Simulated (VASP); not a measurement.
# TiSi2: structure and properties in VASP

Wanted: the relaxed cell of TiSi2 and its properties. The steps: relaxing cell and atoms (rev-vdW-DF2), density, ELF and potential (rev-vdW-DF2), bands along the symmetry lines (rev-vdW-DF2), density of states (rev-vdW-DF2), independent-particle dielectric function (rev-vdW-DF2), volume scan with rev-vdW-DF2, fit for rev-vdW-DF2 and self-consistent run (rev-vdW-DF2), changed input. The start is a cell from a database of measured crystal structures.

Main program and level: VASP 6.6.1; rev-vdW-DF2; plane waves and PAW (Ti_sv, Si).

## (1) Set-up

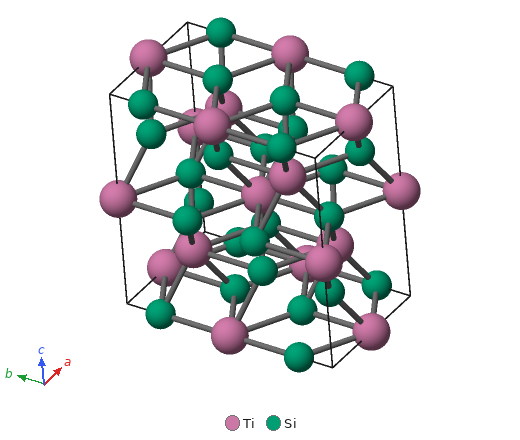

Start, viewed from a free direction; titanium pink, silicon teal. This picture shows the conventional cell, with its axes. Some periodic images of atoms are drawn too.

As a file:

```
Ti Si
1.0
     0.00000    4.13400    4.27605
     2.40010    0.00000    4.27605
     2.40010    4.13400    0.00000
Ti Si
2 4
Direct
  0.75000 0.75000 0.75000
  0.50000 0.50000 0.50000
  0.08672 0.41328 0.08672
  0.41328 0.08672 0.41328
  0.16328 0.83672 0.16328
  0.83672 0.16328 0.83672
```

## (2) Relaxing cell and atoms (rev-vdW-DF2)

Properties are meant for the cell that this level of theory prefers, so cell and atoms are relaxed first (ISIF = 3) until forces and stress are small; EDIFFG sets the threshold. rev-vdW-DF2 revises the exchange of vdW-DF2 for solids. LUSE_VDW switches on a nonlocal correlation term for dispersion.

INCAR

```
SYSTEM = TiSi2
PREC = Accurate
ENCUT = 400
EDIFF = 1E-06
NELM = 100
ISMEAR = 0
SIGMA = 0.05
LREAL = .FALSE.
ALGO = Normal
GGA = MK
AGGAC = 0
LUSE_VDW = .TRUE.
PARAM1 = 0.1234
PARAM2 = 0.711357
ZAB_VDW = -1.8867
LASPH = .TRUE.
NBANDS = 26
LORBIT = 11
LWAVE = .FALSE.
LCHARG = .FALSE.
KPAR = 4
IBRION = 2
NSW = 60
ISIF = 3
EDIFFG = -0.01
```

POSCAR

```
TiSi2
1.0
    0.0000000000      4.1340000000      4.2760500000
    2.4001000000      0.0000000000      4.2760500000
    2.4001000000      4.1340000000      0.0000000000
Ti Si
2 4
Direct
    0.7500000000      0.7500000000      0.7500000000
    0.5000000000      0.5000000000      0.5000000000
    0.0867200000      0.4132800000      0.0867200000
    0.4132800000      0.0867200000      0.4132800000
    0.1632800000      0.8367200000      0.1632800000
    0.8367200000      0.1632800000      0.8367200000
```

KPOINTS

```
Automatic mesh
0
Gamma
6 6 6
0 0 0
```

Potentials, in the order of the species: Ti_sv and Si (PBE family, release 64).

Started as:

```bash
> mpirun -np 4 vasp_std
```

Log:

```text
[banner, memory and clock lines left out]
running    4 mpi-ranks, on    1 nodes
 distrk:  each k-point on    1 cores,    4 groups
 distr:  one band on    1 cores,    1 groups

 POSCAR found type information on POSCAR TiSi
 POSCAR found :  2 types and       6 ions
|                                                                             |
|               ----> ADVICE to this user running VASP <----                  |
|                                                                             |
|     You have switched on vdW-DFT.                                           |
|     This routine was written and supplied by Jiri Klimes. We recommend      |
|     that you carefully read and cite the following publications:            |
|       J. Klimes, D.R. Bowler, A. Michelides                                 |
|          J. Phys.: Cond Matt. 22 022201 (2010)                              |
|       J. Klimes, D.R. Bowler, A. Michelides                                 |
|          Phys. Rev. B. 83, 195131 (2011)                                    |
|     and references therein.                                                 |
|                                                                             |

|                                                                             |
|               ----> ADVICE to this user running VASP <----                  |
|                                                                             |
|     You enforced a specific xc type in the INCAR file but a different       |
|     [... a line on the potential file left out ...]
|     I HOPE YOU KNOW WHAT YOU ARE DOING!                                     |
|                                                                             |

 LDA part: xc-table for (Slater+PW92), standard interpolation
 POSCAR, INCAR and KPOINTS ok, starting setup
 FFT: planning ... GRIDC
 FFT: planning ... GRID_SOFT
 FFT: planning ... GRID
 WAVECAR not read
 entering main loop
       N       E                     dE             d eps       ncg     rms          rms(c)
DAV:   1     0.352700717232E+03    0.35270E+03   -0.16514E+04  2392   0.136E+03
DAV:   2     0.934134771486E+01   -0.34336E+03   -0.33768E+03  2408   0.415E+02
DAV:   3    -0.320582828668E+02   -0.41400E+02   -0.40506E+02  4220   0.120E+02
DAV:   4    -0.349095240321E+02   -0.28512E+01   -0.28435E+01  3262   0.294E+01
DAV:   5    -0.350892399799E+02   -0.17972E+00   -0.17968E+00  3812   0.647E+00    0.181E+01
DAV:   6    -0.322946410040E+02    0.27946E+01   -0.40610E+01  3464   0.446E+01    0.681E+00
DAV:   7    -0.316647745734E+02    0.62987E+00   -0.83383E+00  3216   0.206E+01    0.492E+00
DAV:   8    -0.316111864972E+02    0.53588E-01   -0.82606E-01  3286   0.706E+00    0.112E+00
DAV:   9    -0.315993510111E+02    0.11835E-01   -0.14368E-01  3402   0.309E+00    0.417E-01
DAV:  10    -0.315999251006E+02   -0.57409E-03   -0.40108E-03  3116   0.524E-01    0.170E-01
DAV:  11    -0.315998916076E+02    0.33493E-04   -0.28952E-03  3594   0.388E-01    0.108E-01
DAV:  12    -0.315998388099E+02    0.52798E-04   -0.71543E-04  3446   0.200E-01    0.140E-02
DAV:  13    -0.315998362757E+02    0.25342E-05   -0.31169E-05  3318   0.480E-02    0.936E-03
DAV:  14    -0.315998358415E+02    0.43416E-06   -0.11387E-06  2248   0.959E-03
   1 F= -.31599836E+02 E0= -.31598430E+02  d E =-.315998E+02
 curvature:   0.00 expect dE= 0.000E+00 dE for cont linesearch  0.000E+00
 trial: gam= 0.00000 g(F)=  0.635E-03 g(S)=  0.431E-02 ort = 0.000E+00 (trialstep = 0.100E+01)
 search vector abs. value=  0.494E-02
 bond charge predicted
       N       E                     dE             d eps       ncg     rms          rms(c)
DAV:   1    -0.316191375271E+02   -0.19301E-01   -0.58354E-01  3058   0.863E+00    0.117E+00
DAV:   2    -0.316051862090E+02    0.13951E-01   -0.15693E-01  3282   0.356E+00    0.401E-01
DAV:   3    -0.316013632932E+02    0.38229E-02   -0.25496E-02  3528   0.100E+00    0.236E-01
DAV:   4    -0.316006843930E+02    0.67890E-03   -0.63224E-03  4098   0.603E-01    0.108E-01
DAV:   5    -0.316007597850E+02   -0.75392E-04   -0.50312E-04  3102   0.180E-01    0.703E-02
DAV:   6    -0.316009000783E+02   -0.14029E-03   -0.24161E-04  3872   0.877E-02    0.134E-02
DAV:   7    -0.316009048617E+02   -0.47833E-05   -0.27594E-05  3448   0.258E-02    0.105E-02
DAV:   8    -0.316009057059E+02   -0.84420E-06   -0.33200E-06  3066   0.156E-02
   2 F= -.31600906E+02 E0= -.31599483E+02  d E =-.106986E-02
[...]
3 F= -.31601448E+02 E0= -.31600027E+02  d E =-.161262E-02
[...]
4 F= -.31602019E+02 E0= -.31600602E+02  d E =-.570470E-03
[...]
5 F= -.31602250E+02 E0= -.31600871E+02  d E =-.801874E-03
[...]
6 F= -.31602266E+02 E0= -.31600877E+02  d E =-.817298E-03
 curvature:  -1.24 expect dE=-0.504E-03 dE for cont linesearch -0.669E-07
 trial: gam= 0.50525 g(F)=  0.649E-04 g(S)=  0.341E-03 ort =-0.711E-05 (trialstep = 0.116E+01)
 search vector abs. value=  0.638E-03
 bond charge predicted
       N       E                     dE             d eps       ncg     rms          rms(c)
DAV:   1    -0.316030557947E+02   -0.79004E-03   -0.30580E-02  2812   0.179E+00    0.216E-01
DAV:   2    -0.316026359529E+02    0.41984E-03   -0.53026E-03  3144   0.658E-01    0.806E-02
DAV:   3    -0.316025011307E+02    0.13482E-03   -0.79954E-04  3586   0.174E-01    0.477E-02
DAV:   4    -0.316024699947E+02    0.31136E-04   -0.25020E-04  3942   0.122E-01    0.227E-02
DAV:   5    -0.316024719931E+02   -0.19984E-05   -0.21693E-05  3002   0.360E-02    0.162E-02
DAV:   6    -0.316024787748E+02   -0.67817E-05   -0.93158E-06  3532   0.243E-02    0.183E-03
DAV:   7    -0.316024790743E+02   -0.29950E-06   -0.11531E-06  1674   0.582E-03
   7 F= -.31602479E+02 E0= -.31601097E+02  d E =-.213317E-03
 trial-energy change:   -0.000213  1 .order   -0.000217   -0.000468    0.000034
 step:   1.0848(harm=  1.0848)  dis= 0.00263  next Energy=   -31.602484 (dE=-0.218E-03)
 reached required accuracy - stopping structural energy minimisation
```

Elapsed: 7.1 min, on 4 MPI ranks of Intel Xeon Platinum 8259CL at 2.50GHz (Skylake/Cascade Lake), shared host; peak memory 1.9 GiB; 28 min of CPU time.

Lines that name or quote the potential files are left out of all logs, and their timing lines are given in words.

Parts of OUTCAR (step 2):

```text
ion  position               nearest neighbor table
   1  0.750  0.750  0.750-   6 2.55   5 2.55   6 2.55   5 2.55   4 2.75   4 2.75   3 2.75   3 2.75
                             3 2.78   4 2.78
   2  0.500  0.500  0.500-   3 2.55   4 2.55   3 2.55   4 2.55   5 2.75   5 2.75   6 2.75   6 2.75
                             5 2.78   6 2.78
   3  0.087  0.413  0.087-   5 2.53   5 2.53   2 2.55   2 2.55   4 2.70   1 2.75   1 2.75   1 2.78
                             4 2.80   4 2.80
   4  0.413  0.087  0.413-   6 2.53   6 2.53   2 2.55   2 2.55   3 2.70   1 2.75   1 2.75   1 2.78
                             3 2.80   3 2.80
   5  0.163  0.837  0.163-   3 2.53   3 2.53   1 2.55   1 2.55   6 2.70   2 2.75   2 2.75   2 2.78
                             6 2.80   6 2.80
   6  0.837  0.163  0.837-   4 2.53   4 2.53   1 2.55   1 2.55   5 2.70   2 2.75   2 2.75   2 2.78
                             5 2.80   5 2.80

  LATTYP: Found a face centered orthorhombic cell.
 ALAT       =     4.8002000000
 B/A-ratio  =     1.7224282322
 C/A-ratio  =     1.7816132661

 Subroutine GETGRP returns: Found  8 space group operations
 (whereof  4 operations were pure point group operations)

The static configuration has the point symmetry D_2 .
 The point group associated with its full space group is D_2h.

 Found     46 irreducible k-points:

   k-points           NKPTS =     46   k-points in BZ     NKDIM =     46   number of bands    NBANDS=     26

   dimension x,y,z NGX =    40 NGY =   32 NGZ =   32
   dimension x,y,z NGXF=    80 NGYF=   64 NGZF=   64

   ENCUT  =  400.0 eV  29.40 Ry    5.42 a.u.   9.70  8.00  7.80*2*pi/ulx,y,z

   NELECT =      40.0000    total number of electrons

 k-points in reciprocal lattice and weights: Automatic mesh
   0.00000000  0.00000000  0.00000000       0.005
   0.16666667  0.00000000  0.00000000       0.037
   0.33333333  0.00000000  0.00000000       0.037
   0.50000000 -0.00000000 -0.00000000       0.019
   0.16666667  0.16666667  0.00000000       0.009
   0.33333333  0.16666667  0.00000000       0.037
   0.50000000  0.16666667  0.00000000       0.037
  -0.33333333  0.16666667  0.00000000       0.037
  -0.16666667  0.16666667 -0.00000000       0.019
[...]
-0.16666667  0.33333333  0.50000000       0.009
   0.00000000  0.50000000  0.50000000       0.005

 average (electrostatic) potential at core
       1 -70.0953       2 -70.0953       3 -79.2044       4 -79.2044       5 -79.2044
       6 -79.2044

 E-fermi :  10.0871

 k-point     1 :       0.0000    0.0000    0.0000
  band No.  band energies     occupation
    ...
     17       7.8199      2.00000
     18       7.9918      2.00000
     19       8.2724      2.00000
     20       8.6308      2.00000
     21       9.1126      2.00000
     22      12.0400      0.00000
     23      13.0949      0.00000
     24      13.2773      0.00000
     25      13.3835      0.00000
     26      13.5023      0.00000

 k-point     2 :       0.1667    0.0000    0.0000
  band No.  band energies     occupation
    ...
     17       7.9650      2.00000
     18       8.0824      2.00000
     19       8.7569      2.00000
     20       8.9182      2.00000
     21       9.1751      2.00000
     22      11.7640      0.00000
     23      12.8400      0.00000
     24      12.9255      0.00000
     25      13.0866      0.00000
     26      13.2345      0.00000

 k-point     3 :       0.3333    0.0000    0.0000
  band No.  band energies     occupation
    ...
     16       7.6963      2.00000
     17       8.1967      2.00000
     18       8.7897      2.00000
     19       9.2961      2.00000
     20       9.5392      2.00000
     21      10.2221      0.00013
     22      11.1787      0.00000
     23      12.3216      0.00000
     24      12.4965      0.00000
     25      12.7129      0.00000
    ...

Total vdW correction in eV:      4.6620115

  Total        0.0027887      0.0413171      0.0016519      0.0000000      0.0000000      0.0000000
  in kB        0.0528332      0.7827642      0.0312962      0.0000000      0.0000000      0.0000000
  external PRESSURE =       0.2889646 kB  Pullay stress =       0.0000000 kB

  energy-cutoff  :      400.00
  volume of cell :       84.57
      direct lattice vectors                 reciprocal lattice vectors
     0.000000000  4.132029615  4.259608779    -0.208124970  0.121005909  0.117381672
     2.402402749  0.000000000  4.259608779     0.208124970 -0.121005909  0.117381672
     2.402402749  4.132029615  0.000000000     0.208124970  0.121005909 -0.117381672

 POSITION                                       TOTAL-FORCE (eV/Angst)
 -----------------------------------------------------------------------------------
      3.60360      6.19804      6.38941        -0.000000      0.000000      0.000000
      2.40240      4.13203      4.25961         0.000000      0.000000      0.000000
      1.20120      0.70566      2.12980        -0.000000      0.001080     -0.000000
      1.20120      3.42637      2.12980        -0.000000     -0.001080     -0.000000
      2.40240      1.36035      4.25961         0.000000     -0.001080      0.000000
      2.40240      6.90370      4.25961         0.000000      0.001080      0.000000
 -----------------------------------------------------------------------------------
    total drift:                               -0.000000      0.000000      0.000000

  FREE ENERGIE OF THE ION-ELECTRON SYSTEM (eV)
  ---------------------------------------------------
  free  energy   TOTEN  =       -31.6024790743 eV

  energy  without entropy=      -31.5997151204  energy(sigma->0) =      -31.60109710

Total vdW correction in eV:      4.6620117

 reached required accuracy - stopping structural energy minimisation

 total charge
# of ion       s       p       d       tot
------------------------------------------
    1        2.171   6.164   2.079  10.414
    2        2.171   6.164   2.079  10.414
    3        0.774   0.862   0.000   1.635
    4        0.774   0.862   0.000   1.635
    5        0.774   0.862   0.000   1.635
    6        0.774   0.862   0.000   1.635
--------------------------------------------------
tot          7.436  15.775   4.158  27.370

[... 3 further parts left out ...]
```

CONTCAR:

```
TiSi2
   1.00000000000000
     0.0000000000000000    4.1320296154132503    4.2596087789740960
     2.4024027494496631    0.0000000000000000    4.2596087789740960
     2.4024027494496631    4.1320296154132503    0.0000000000000000
  Ti              Si
     2     4
Direct
     0.7500000000000000    0.7500000000000000    0.7500000000000000
     0.5000000000000000    0.5000000000000000    0.5000000000000000
     0.0853890933116312    0.4146109066883688    0.0853890933116312
     0.4146109066883688    0.0853890933116312    0.4146109066883688
     0.1646109066883688    0.8353890933116311    0.1646109066883688
     0.8353890933116311    0.1646109066883688    0.8353890933116311
```

The k-mesh is coarse for a metal. The PAW data sets were made with PBE, which is usual practice but a small mismatch for other functionals. The run keeps the 8 symmetry operations of its start, so it cannot find a distortion of lower symmetry.

Step by step:

| step | energy less that of the first step (eV) | largest force (eV/Å) | pressure (GPa) | volume (Å³) |
| --- | --- | --- | --- | --- |
| 1 | 0.0000 | 0.0574 | -0.51 | 84.85 |
| 2 | -0.0011 | 0.0509 | 0.56 | 84.30 |
| 3 | -0.0016 | 0.0532 | 0.16 | 84.50 |
| 4 | -0.0022 | 0.0377 | 0.04 | 84.58 |
| 5 | -0.0024 | 0.0135 | -0.14 | 84.69 |
| 6 | -0.0024 | 0.0183 | -0.12 | 84.67 |
| 7 | -0.0026 | 0.0011 | 0.03 | 84.57 |

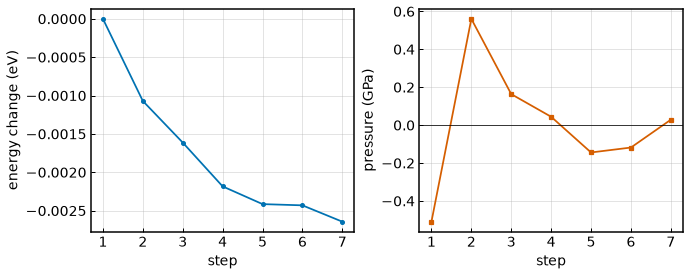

Energy and pressure along the relaxation.

| conventional cell, symmetrised | before | after | change |
| --- | --- | --- | --- |
| a (Å) | 4.800 | 4.805 | +0.1 % |
| b (Å) | 8.268 | 8.264 | -0.0 % |
| c (Å) | 8.552 | 8.519 | -0.4 % |
| volume (Å³/atom) | 14.14 | 14.09 | -0.3 % |

The atoms that moved most (Å, as changes of fractional coordinates times the final cell):

| atom | dx | dy | dz | length |
| --- | --- | --- | --- | --- |
| Si6 | 0.000 | -0.011 | 0.000 | 0.011 |
| Si4 | 0.000 | 0.011 | 0.000 | 0.011 |
| Si3 | 0.000 | -0.011 | 0.000 | 0.011 |
| Si5 | 0.000 | 0.011 | 0.000 | 0.011 |

The relaxed structure:

```xyz
6
Lattice="0.0000 4.1320 4.2596 2.4024 0.0000 4.2596 2.4024 4.1320 0.0000" Properties=species:S:1:pos:R:3 pbc="T T T"
Ti    3.6036    6.1980    6.3894
Ti    2.4024    4.1320    4.2596
Si    1.2012    0.7057    2.1298
Si    1.2012    3.4264    2.1298
Si    2.4024    1.3604    4.2596
Si    2.4024    6.9037    4.2596
```

This step gave:

```
electrons                       : 40
bands                           : 26
irreducible k points            : 46
symmetry operations             : 8
free energy (TOTEN)             : -31.60 eV
energy at zero smearing         : -31.60 eV
Fermi energy                    : 10.09 eV
pressure                        : 0.02890 GPa
metallic                        : yes
SCF cycles over all ionic steps : 54
```

It ends with a largest force of 0.001 eV/Å and a pressure of 0.03 GPa. The volume lies -0.3 % from that of the database's start, which holds the thermal and zero-point expansion of its experiment.

[end of part 1 of 5]

[Lines on the potential files, build, host, timing and source positions are cut from VASP's logs without a mark.]

[Logs are printed without paths, hosts, clocks, repeated set-up lines and the standing remarks that a program may print on its own settings, such as how far it seeks lower states.]

[Hosts, paths, dates, database ids (printed as entryN), source tags and the programs' standing remarks are cut or masked in the printed files.]

[A measured line is paired with the nearest computed mode of its activity, which favours agreement.]
